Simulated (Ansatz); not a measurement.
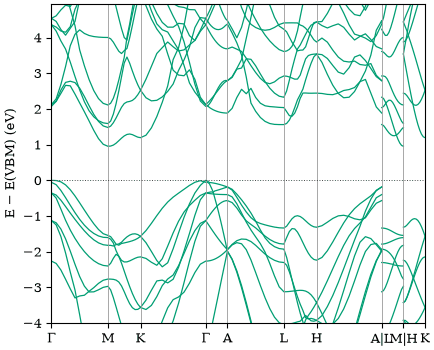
*Band structure from plane-wave PAW PBE (Ansatz code)*

Task: Read off the gap and where the band edges lie.

Result: About 1.0 eV (0.95 eV by a search for the band edges); maximum at Γ, minimum at M.

The material is AlP in space group P6_222 (No. 180; Al on 3d, P on 3c).

A made-up cell: these elements were put on the sites of a structure type; neither database checked (COD, Materials Project) lists it. It is not the phase usual at ambient conditions (space group No. 216). The PBE relaxation kept the symmetry of its start; whether a distortion lowers the energy is not shown.

Potentials: the later of the program's two PAW sets.
